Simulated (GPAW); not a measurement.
## ZnCu2SnS4 (I-4): G0W0 with GPAW, start to end

Aim: the G0W0 gap of ZnCu2SnS4 (I-4) on PBE, step by step.

Main program and level: GPAW 26.7.0; PBE and many-body steps on it, plane waves.

**The experiments to reproduce.**

- Gap 1.5 eV: direct optical gap from Tauc plot; UV-Vis diffuse reflectance, Kubelka-Munk and Tauc analysis; film (“Impact of excess and disordered Sn sites on Cu2ZnSnS4 absorber material and device performance: A 119Sn Mossbauer Study”, 2018, arxiv:1808.01870).

### Step 1. The starting structure

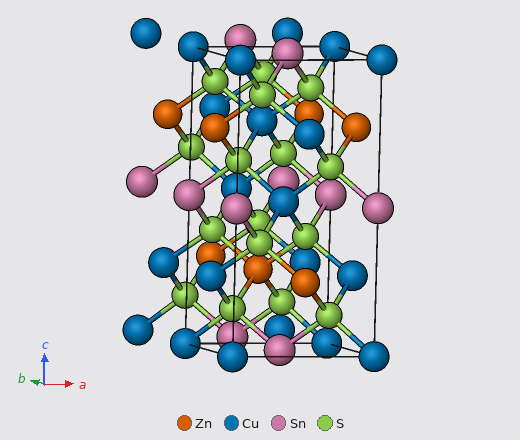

The starting structure, seen slightly off an axis (zinc orange, copper blue, tin pink, sulfur green). 1×2×1 cells are drawn. This picture shows the conventional cell, with its axes. Bonds to atoms that aren't drawn are left out. Some periodic images of atoms are drawn too.

The cell and positions come from the Crystallography Open Database and are kept as given unless a step says otherwise.

### Step 2. Ground state

This step: GPAW 26.7.0; DFT, PBE, plane waves, PAW.

The ground-state density comes first.

The input, run.py:

```python
import json
import numpy as np
from gpaw.mpi import world
from ase import Atoms
from gpaw import GPAW, PW, FermiDirac

atoms = Atoms(['Zn', 'Cu', 'Cu', 'Sn', 'S', 'S', 'S', 'S'],
    cell=[[-2.7171000000, 2.7171000000, 5.4248000000],
      [2.7171000000, -2.7171000000, 5.4248000000],
      [2.7171000000, 2.7171000000, -5.4248000000]],
    scaled_positions=[[0.2500000000, 0.7500000000, 0.5000000000],
      [0.0000000000, 0.0000000000, 0.0000000000],
      [0.7500000000, 0.2500000000, 0.5000000000],
      [0.5000000000, 0.5000000000, 0.0000000000],
      [0.3716100000, 0.8844100000, 0.9996000000],
      [0.1155900000, 0.1151900000, 0.4872000000],
      [0.8848100000, 0.3720100000, 0.0004000000],
      [0.6279900000, 0.6283900000, 0.5128000000]],
    pbc=(True, True, True))
calc = GPAW(mode=PW(600),
    xc='PBE',
    kpts={'size': (6, 6, 6), 'gamma': True},
    occupations=FermiDirac(0.001),
    nbands=-10,
    convergence={'density': 1e-6, 'bands': -3},
    maxiter=100,
    txt='gs.txt')
atoms.calc = calc
res = {'energy': atoms.get_potential_energy()}
kpts = calc.get_ibz_k_points()
res['kpts'] = kpts
res['eigenvalues'] = [calc.get_eigenvalues(kpt=k) for k in range(len(kpts))]
res['n_electrons'] = calc.get_number_of_electrons()
calc.write('gs.gpw')

if world.rank == 0:
    with open('result.json', 'w') as f:
        json.dump(res, f, default=lambda x: x.tolist())
```

On the command line:

```
$ mpirun -n 8 gpaw python run.py
```

Numbers of over 12 decimals in the logs are rounded to 6 here.

Output:

```text
__  _  _
 | _ |_)|_||  |
 |__||  | ||/\| - 26.7.0

Input parameters:
  mode=PW(ecut=600.0),
  convergence={'density': 1e-06, 'bands': -3},
  kpts=MonkhorstPack(size=(6, 6, 6), gamma=True),
  maxiter=100,
  nbands=-10,
  occupations=Occupations(name='fermi-dirac', width=0.001, fixmagmom=False),
  xc=XC(name='PBE')
  [... matrices ...]
Diagonalizing LCAO Hamiltonian
Converting LCAO to pw mode

        S

          Sn
               S
            Cu
                 Zn
                     S

          Cu
              S

Atoms  # Å, Bohr magnetons
|   | symbol |         x |        y |         z |    initial magnetic moments |
| 0 |     Zn |  2.717100 | 0.000000 |  2.712400 | ( 0.0000,  0.0000,  0.0000) |
| 1 |     Cu |  0.000000 | 0.000000 |  0.000000 | ( 0.0000,  0.0000,  0.0000) |
| 2 |     Cu |  0.000000 | 2.717100 |  2.712400 | ( 0.0000,  0.0000,  0.0000) |
| 3 |     Sn |  0.000000 | 0.000000 |  5.424800 | ( 0.0000,  0.0000,  0.0000) |
| 4 |      S |  4.109342 | 1.322684 |  1.391027 | ( 0.0000,  0.0000,  0.0000) |
| 5 |      S |  1.322684 | 1.324858 | -1.391027 | ( 0.0000,  0.0000,  0.0000) |
| 6 |      S | -1.392242 | 1.394416 |  6.815827 | ( 0.0000,  0.0000,  0.0000) |
| 7 |      S |  1.394416 | 1.392242 |  4.033773 | ( 0.0000,  0.0000,  0.0000) |

Unit cell  # Å
| periodic |         x |         y |         z |  lengths |     angles |
|      yes | -2.717100 |  2.717100 |  5.424800 | 6.647836 | 131.751160 |
|      yes |  2.717100 | -2.717100 |  5.424800 | 6.647836 | 131.751160 |
|      yes |  2.717100 |  2.717100 | -5.424800 | 6.647836 |  70.622328 |

Number of symmetries: 4
Symmetry operations  # r_c * U_cc + t_c -> r_c
|   | kind |            matrix            |
| 0 |  E   |  1, 0, 0,  0, 1, 0,  0, 0, 1 |
| 1 |  C2  |  0, 1, 0,  1, 0, 0, -1,-1,-1 |
| 2 |  S4  |  0, 0, 1, -1,-1,-1,  0, 1, 0 |
| 3 |  S4  | -1,-1,-1,  0, 0, 1,  1, 0, 0 |

BZ-sampling:
  Number of BZ points: 216
  Number of IBZ points: 36

  Monkhorst-Pack size: [6, 6, 6]
  Monkhorst-Pack shift: [0.083333, 0.083333, 0.083333]

K-points  # in reciprocal-cell coordinates
|     |                                coordinates |     weight |
|   0 | (  0.00000000,   0.00000000,   0.00000000) | 0.00462963 |
|   1 | (  0.16666667,  -0.16666667,   0.00000000) | 0.01851852 |
|   2 | (  0.16666667,  -0.16666667,   0.16666667) | 0.01851852 |
|   3 | (  0.16666667,   0.00000000,   0.00000000) | 0.03703704 |
|   4 | (  0.16666667,   0.16666667,  -0.16666667) | 0.00925926 |
|   5 | (  0.33333333,  -0.33333333,  -0.16666667) | 0.01851852 |
|   6 | (  0.33333333,  -0.33333333,   0.00000000) | 0.01851852 |
|   7 | (  0.33333333,  -0.33333333,   0.16666667) | 0.01851852 |
|   8 | (  0.33333333,  -0.33333333,   0.33333333) | 0.01851852 |
|   9 | (  0.33333333,  -0.16666667,  -0.16666667) | 0.03703704 |
| ... |                                            |            |
|  35 | (  0.50000000,   0.50000000,   0.50000000) | 0.00462963 |

Plane wave coefficients: 5397
Cutoff: 600.0 eV

Spin-components: 1 (collinear spins)
Bands:           46
Projectors:      44
Spin-degeneracy: 2
Datatype:        complex128

  Storage: CPU
  Wave functions: 142_998_912 bytes (17_874_864 per core)
  Projectors: 124_346_880 bytes (15_543_360 per core)
  [... matrices ...]
Parallelization:
  kpt:    4
  domain: 2
  band:   1

Density:
  Valence electrons: 72.0
  Components: 1
  Grid points: [40 40 40]
  Charge: 0.0  # |e|

Potential:
  Grid points: [40 40 40]

species:
  Zn:
    name:    Zinc
    Z:       30.0
    valence: 12
    core:    18
    charge:  0.0  # [|e|]
    compensation charges:
      type: gauss
      rc: 0.37  # [Å]
      lmax: 2
    cutoffs:
      filter: 2.14  # [Å]
      core: 2.28  # [Å]
    projectors
    | kind |    occ | energy [eV] | rcut [Å] |
    |   4s |  2.000 |      -5.977 |    1.286 |
    |   4p |  0.000 |      -1.117 |    1.270 |
    |   3d | 10.000 |     -10.142 |    1.180 |
    |    s |        |      21.234 |    1.286 |
    |    p |        |      26.095 |    1.270 |
    |    d |        |      17.070 |    1.180 |

    Using partial waves for Zn as LCAO basis

  Cu:
    name:    Copper
    Z:       29.0
    valence: 11
    core:    18
    charge:  0.0  # [|e|]
    compensation charges:
      type: gauss
      rc: 0.33  # [Å]
      lmax: 2
    cutoffs:
      filter: 2.06  # [Å]
      core: 2.43  # [Å]
    projectors
    | kind |    occ | energy [eV] | rcut [Å] |
    |   4s |  1.000 |      -4.609 |    1.164 |
    |   4p |  0.000 |      -0.698 |    1.164 |
    |   3d | 10.000 |      -5.039 |    1.058 |
    |    s |        |      22.603 |    1.164 |
    |    p |        |      26.513 |    1.164 |
    |    d |        |      22.172 |    1.058 |

    Using partial waves for Cu as LCAO basis

  Sn:
    name:    Tin
    Z:       50.0
    valence: 14
    core:    36
    charge:  0.0  # [|e|]
    compensation charges:
      type: gauss
      rc: 0.38  # [Å]
      lmax: 2
    cutoffs:
      filter: 2.23  # [Å]
      core: 2.35  # [Å]
    projectors
    | kind |    occ | energy [eV] | rcut [Å] |
    |   5s |  2.000 |     -10.538 |    1.201 |
    |   5p |  2.000 |      -3.696 |    1.270 |
    |   4d | 10.000 |     -25.845 |    1.185 |
    |    s |        |      16.674 |    1.201 |
    |    p |        |      23.515 |    1.270 |
    |    d |        |       1.367 |    1.185 |

    Using partial waves for Sn as LCAO basis

  S:
    name:    Sulfur
    Z:       16.0
    valence: 6
    core:    10
    charge:  0.0  # [|e|]
    compensation charges:
      type: gauss
      rc: 0.24  # [Å]
      lmax: 2
    cutoffs:
      filter: 1.77  # [Å]
      core: 1.66  # [Å]
    projectors
    | kind |    occ | energy [eV] | rcut [Å] |
    |   3s |  2.000 |     -17.254 |    0.974 |
    |   3p |  4.000 |      -7.008 |    0.979 |
    |    s |        |       9.957 |    0.974 |
    |    p |        |      20.203 |    0.979 |
    |    d |        |       0.000 |    0.900 |

    Using partial waves for S as LCAO basis

Reference energy: -350345.403232  # eV

eigensolver:
  PPCG
  Converge bands: -3
  niter=2

density mixing:
  MSR1-Mixer
  Pratt-step length: 0.05
  Maximum mixing coefficient: 0.75
  Old densities: 10
  SVD Regularization: 0.005
  Good broyden scale: 1.0
  Trust region scale: 1.0
  Backstep threshold: 4.0
  History deletion threshold: 6.0
  Fourier metric: weight=20.0, sigma=0.015

occupation numbers:
  Fermi-Dirac:
    width: 0.0010  # eV

poisson solver:
  ecut: 4800.0  # eV

xc functional:
  name: PBE with 2 nearest neighbor stencil

Initialization done in: 3.544 s

convergence criteria:
- Maximum integral of absolute [dens]ity change: 1e-06 electrons / valence electron
- Maximum [total energy] change in last 3 cyles: 0.0005 eV / valence electron
- Maximum integral of absolute [eigenst]ate change: 4e-08 eV^2 / valence electron
maximum number of iterations: 100

SCF iterations
|iter     |     time |      energy | eigst |  dens |
|iter:   1|  |  -34.473570 | +1.30 |       |
|iter:   2|  |  -34.045305 | +0.85 | -1.14 |
|iter:   3|  |  -32.886669 | +0.32 | -1.20 |
|iter:   4|  |  -32.750102 | +0.06 | -1.52 |
|iter:   5|  |  -32.632050 | -0.52 | -1.71 |
|iter:   6|  |  -32.638869 | -0.91 | -2.07 |
|iter:   7|  |  -32.637825c| -1.40 | -2.62 |
|iter:   8|  |  -32.637389c| -1.70 | -2.90 |
|iter:   9|  |  -32.637471c| -2.03 | -3.26 |
|iter:  10|  |  -32.637493c| -2.26 | -3.62 |
|iter:  11|  |  -32.637496c| -2.49 | -4.21 |
|iter:  12|  |  -32.637496c| -2.70 | -4.86 |
|iter:  13|  |  -32.637496c| -2.95 | -5.51 |
|iter:  14|  |  -32.637496c| -3.19 | -5.89 |
|iter:  15|  |  -32.637496c| -3.44 | -6.45c|
|iter:  16|  |  -32.637496c| -3.71 | -6.99c|
|iter:  17|  |  -32.637496c| -4.00 | -7.28c|
|iter:  18|  |  -32.637496c| -4.25 | -7.52c|
|iter:  19|  |  -32.637496c| -4.47 | -7.98c|
|iter:  20|  |  -32.637496c| -4.63 | -7.98c|
|iter:  21|  |  -32.637496c| -4.87 | -8.58c|
|iter:  22|  |  -32.637496c| -5.08 | -8.39c|
|iter:  23|  |  -32.637496c| -5.36 | -8.90c|
|iter:  24|  |  -32.637496c| -5.66 | -8.89c|
|iter:  25|  |  -32.637496c| -5.95 | -9.48c|
|iter:  26|  |  -32.637496c| -6.17 | -9.48c|
|iter:  27|  |  -32.637496c| -6.52 | -9.75c|
|iter:  28|  |  -32.637496c| -6.77 | -9.95c|
|iter:  29|  |  -32.637496c| -7.18 | -9.91c|
|iter:  30|  |  -32.637496c| -7.39 |-10.32c|
|iter:  31|  |  -32.637496c| -7.87c|-10.53c|

Converged in 31 steps
SCF loop duration: 118.143 s (3.811 s/step)
Energy contributions relative to reference atoms: (reference = -350345.403232)
  [... matrices ...]
Energy contributions:
  Kinetic:          27.977366
  Coulomb:         -28.220820
  Zero:              0.302129
  External:          0.000000
  Xc:              -32.696171
  Entropy:          -0.000000
  Spinorbit:         0.000000
  ----------------------------
  Free energy:     -32.637496
  Extrapolated:    -32.637496

dipole moment: (-14.656592, -15.174117, 6.521980)  # |e|*Ang

Fermi level: 5.659
Eigenvalues  # (at kpt = [0.000, 0.000, 0.000])
| band index |      eig [eV] | occ [0-2] |
|          0 |       -16.900 |     2.000 |
|        ... |               |           |
|         28 |         3.649 |     2.000 |
|         29 |         3.875 |     2.000 |
|         30 |         3.896 |     2.000 |
|         31 |         3.896 |     2.000 |
|         32 |         4.045 |     2.000 |
|         33 |         5.325 |     2.000 |
|         34 |         5.325 |     2.000 |
|         35 |         5.406 |     2.000 |
|         36 |         5.703 |     0.000 |
[...]
|         40 |         9.197 |     0.000 |
|         41 |        10.297 |     0.000 |
|         42 |        10.297 |     0.000 |
|         43 |        10.602 |     0.000 |
|        ... |               |           |
|         45 |        10.966 |     0.000 |

Gap: 0.297 eV
Transition (v -> c):
  (s=0, k=0, n=35, [0.00, 0.00, 0.00]) -> (s=0, k=0, n=36, [0.00, 0.00, 0.00])
No difference between direct/indirect transitions
# Writing to gs.gpw (mode='')
  [... matrices ...]
```

Elapsed: 2.1 min, on 8 MPI ranks of Arm Neoverse V1, shared host; peak memory 1.9 GiB.

This step gave:

* total energy: -32.64 eV
* gap: 0.2973 eV
* k of the valence top: 0, 0, 0
* k of the conduction bottom: 0, 0, 0
* least direct gap: 0.2973 eV

The gap is direct, at Γ.

### Step 3. Bands along the symmetry lines

Levels along a band path, at the cheap level, show where the edges lie and whether the meshes to come will hold them.

The input, run.py:

```python
import json
import numpy as np
from gpaw.mpi import world
from gpaw import GPAW

path = [[0.000000, 0.000000, 0.000000],
    [0.000000, 0.000000, 0.062500],
    [0.000000, 0.000000, 0.125000],
    [0.000000, 0.000000, 0.187500],
    [0.000000, 0.000000, 0.250000],
    [0.000000, 0.000000, 0.312500],
    [0.000000, 0.000000, 0.375000],
    [0.000000, 0.000000, 0.437500],
    [0.000000, 0.000000, 0.500000],
    [0.031250, 0.031250, 0.468750],
    [0.062500, 0.062500, 0.437500],
    [0.093750, 0.093750, 0.406250],
    [0.125000, 0.125000, 0.375000],
    [0.156250, 0.156250, 0.343750],
    [0.187500, 0.187500, 0.312500],
    [0.218750, 0.218750, 0.281250],
    [0.250000, 0.250000, 0.250000],
    [0.218750, 0.281250, 0.218750],
    [0.187500, 0.312500, 0.187500],
    [0.156250, 0.343750, 0.156250],
    [0.125000, 0.375000, 0.125000],
    [0.093750, 0.406250, 0.093750],
    [0.062500, 0.437500, 0.062500],
    [0.031250, 0.468750, 0.031250],
    [0.000000, 0.500000, 0.000000],
    [0.000000, 0.437500, 0.000000],
    [0.000000, 0.375000, 0.000000],
    [0.000000, 0.312500, 0.000000],
    [0.000000, 0.250000, 0.000000],
    [0.000000, 0.187500, 0.000000],
    [0.000000, 0.125000, 0.000000],
    [0.000000, 0.062500, 0.000000],
    [0.000000, 0.000000, 0.000000],
    [0.062500, 0.062500, -0.062500],
    [0.125000, 0.125000, -0.125000],
    [0.187500, 0.187500, -0.187500],
    [0.250000, 0.250000, -0.250000],
    [0.312500, 0.312500, -0.312500],
    [0.375000, 0.375000, -0.375000],
    [0.437500, 0.437500, -0.437500],
    [0.500000, 0.500000, -0.500000],
    [0.476590, 0.523410, -0.476590],
    [0.453179, 0.546821, -0.453179],
    [0.429769, 0.570231, -0.429769],
    [0.406358, 0.593642, -0.406358],
    [0.382948, 0.617052, -0.382948],
    [0.359538, 0.640462, -0.359538],
    [0.336127, 0.663873, -0.336127],
    [0.312717, 0.687283, -0.312717],
    [-0.312717, 0.312717, 0.312717],
    [-0.273627, 0.273627, 0.273627],
    [-0.234538, 0.234538, 0.234538],
    [-0.195448, 0.195448, 0.195448],
    [-0.156358, 0.156358, 0.156358],
    [-0.117269, 0.117269, 0.117269],
    [-0.078179, 0.078179, 0.078179],
    [-0.039090, 0.039090, 0.039090],
    [0.000000, 0.000000, 0.000000],
    [0.000000, 0.000000, 0.500000],
    [-0.015679, 0.015679, 0.500000],
    [-0.031358, 0.031358, 0.500000],
    [-0.047038, 0.047038, 0.500000],
    [-0.062717, 0.062717, 0.500000],
    [-0.078396, 0.078396, 0.500000],
    [-0.094075, 0.094075, 0.500000],
    [-0.109754, 0.109754, 0.500000],
    [-0.125434, 0.125434, 0.500000],
    [0.500000, 0.500000, -0.125434],
    [0.500000, 0.500000, -0.172254],
    [0.500000, 0.500000, -0.219075],
    [0.500000, 0.500000, -0.265896],
    [0.500000, 0.500000, -0.312717],
    [0.500000, 0.500000, -0.359538],
    [0.500000, 0.500000, -0.406358],
    [0.500000, 0.500000, -0.453179],
    [0.500000, 0.500000, -0.500000]]
calc = GPAW('gs.gpw').fixed_density(kpts=path,
    symmetry='off',
    nbands=46,
    convergence={'bands': 42},
    txt='bands.txt')
res = {}
kpts = calc.get_ibz_k_points()
res['kpts'] = kpts
res['eigenvalues'] = [calc.get_eigenvalues(kpt=k) for k in range(len(kpts))]
res['n_electrons'] = calc.get_number_of_electrons()

if world.rank == 0:
    with open('result.json', 'w') as f:
        json.dump(res, f, default=lambda x: x.tolist())
```

On the command line:

```
$ mpirun -n 8 gpaw python run.py
```

Output:

```text
Diagonalizing LCAO Hamiltonian
Converting LCAO to pw mode
convergence criteria:
- Maximum integral of absolute [eigenst]ate change: 4e-08 eV^2 / valence electron
maximum number of iterations: 100

SCF iterations
|iter     |     time |      energy | eigst |  dens |
|iter:   1|  |             | +1.10 |       |
|iter:   2|  |             | +0.50 |       |
|iter:   3|  |             | +0.13 |       |
[...]
|iter:  27|  |             | -7.05 |       |
|iter:  28|  |             | -7.38 |       |
|iter:  29|  |             | -7.60c|       |
SCF steps: 29
  __  _  _
 | _ |_)|_||  |
 |__||  | ||/\| - 26.7.0

Input parameters:
  mode=PW(ecut=600.0),
  convergence={'bands': 42},
  gpts=array([40, 40, 40]),
  kpts=KPoints(kpts=array([[ 0.      ,  0.      ,  0.      ],
         [ 0.      ,  0.      ,  0.0625  ],
         [ 0.      ,  0.      ,  0.125   ],
         [ 0.      ,  0.      ,  0.1875  ],
[...]
[ 0.453179,  0.546821, -0.453179],
         [ 0.429769,  0.570231, -0.429769],
         [ 0.406358,  0.593642, -0.406358],
         [ 0.382948,  0.617052, -0.382948],
         [ 0.359538,  0.640462, -0.359538],
         [ 0.336127,  0.663873, -0.336127],
         [ 0.312717,  0.687283, -0.312717],
         [-0.312717,  0.312717,  0.312717],
         [-0.273627,  0.273627,  0.273627],
         [-0.234538,  0.234538,  0.234538],
         [-0.195448,  0.195448,  0.195448],
         [-0.156358,  0.156358,  0.156358],
         [-0.117269,  0.117269,  0.117269],
         [-0.078179,  0.078179,  0.078179],
         [-0.03909 ,  0.03909 ,  0.03909 ],
         [ 0.      ,  0.      ,  0.      ],
         [ 0.      ,  0.      ,  0.5     ],
         [-0.015679,  0.015679,  0.5     ],
         [-0.031358,  0.031358,  0.5     ],
         [-0.047038,  0.047038,  0.5     ],
[...]
[-0.109754,  0.109754,  0.5     ],
         [-0.125434,  0.125434,  0.5     ],
         [ 0.5     ,  0.5     , -0.125434],
         [ 0.5     ,  0.5     , -0.172254],
         [ 0.5     ,  0.5     , -0.219075],
[...]
[ 0.5     ,  0.5     , -0.406358],
         [ 0.5     ,  0.5     , -0.453179],
         [ 0.5     ,  0.5     , -0.5     ]])),
  maxiter=100,
  nbands=46,
  occupations=Occupations(name='fermi-dirac', width=0.001, fixmagmom=False),
  parallel={},
  symmetry=Symmetry(point_group=False, time_reversal=False),
  xc=XC(name='PBE')
```

Run time: 3.4 min. Hardware: 8 MPI ranks; peak memory 2.8 GiB.

This step gave:

```
gap                        : 0.2973 eV
k of the valence top       : 0, 0, 0
k of the conduction bottom : 0, 0, 0
least direct gap           : 0.2973 eV
```

The gap is 0.297 eV, as in the run before at this level.

Electronic bands along the path, in eV, zero at the top of the highest filled band:

| point | band 33 | band 34 | band 35 | band 36 | band 37 | band 38 | band 39 | band 40 |
| --- | --- | --- | --- | --- | --- | --- | --- | --- |
| Γ | -1.36 | -0.08 | -0.08 | 0.00 | 0.30 | 2.03 | 2.91 | 3.79 |
| X | -0.76 | -0.65 | -0.47 | -0.40 | 0.84 | 2.32 | 3.17 | 4.16 |
| P | -0.74 | -0.73 | -0.56 | -0.52 | 1.08 | 2.87 | 3.06 | 3.48 |
| N | -1.10 | -1.04 | -0.98 | -0.47 | 1.76 | 3.18 | 3.30 | 4.25 |
| Γ | -1.36 | -0.08 | -0.08 | 0.00 | 0.30 | 2.03 | 2.91 | 3.79 |
| M | -1.10 | -1.01 | -0.81 | -0.81 | 1.51 | 2.07 | 2.07 | 2.46 |
| S | -1.24 | -1.03 | -0.65 | -0.52 | 1.69 | 2.50 | 3.15 | 3.90 |
| jump to S0 | -1.24 | -1.03 | -0.65 | -0.52 | 1.69 | 2.50 | 3.15 | 3.90 |
| Γ | -1.36 | -0.08 | -0.08 | 0.00 | 0.30 | 2.03 | 2.91 | 3.79 |
| jump to X | -0.76 | -0.65 | -0.47 | -0.40 | 0.84 | 2.32 | 3.17 | 4.16 |
| R | -0.79 | -0.70 | -0.63 | -0.57 | 1.06 | 2.53 | 3.58 | 3.91 |
| jump to G | -0.79 | -0.70 | -0.63 | -0.57 | 1.06 | 2.53 | 3.58 | 3.91 |
| M | -1.10 | -1.01 | -0.81 | -0.81 | 1.51 | 2.07 | 2.07 | 2.46 |

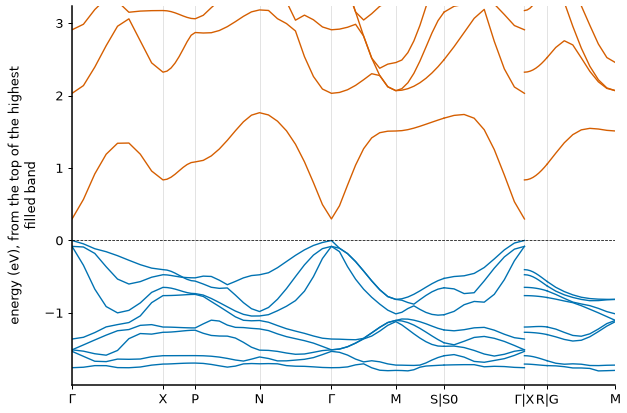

Electronic bands along the path; lines of filled and empty bands in two colours.

(Part 1 of 2 ends here.)

[Paths, hosts, dates, memory and timing lines, banners, echoed tables and standing remarks are left out of the program output.]

[Logs are printed without paths, hosts, clocks, repeated set-up lines and the standing remarks that a program may print on its own settings, such as how far it seeks lower states.]

[Runs of the session that timed out or met a known fault of the program may be left out.]

[Hosts, paths, dates, database ids (printed as entryN), source tags and the programs' standing remarks are cut or masked in the printed files.]
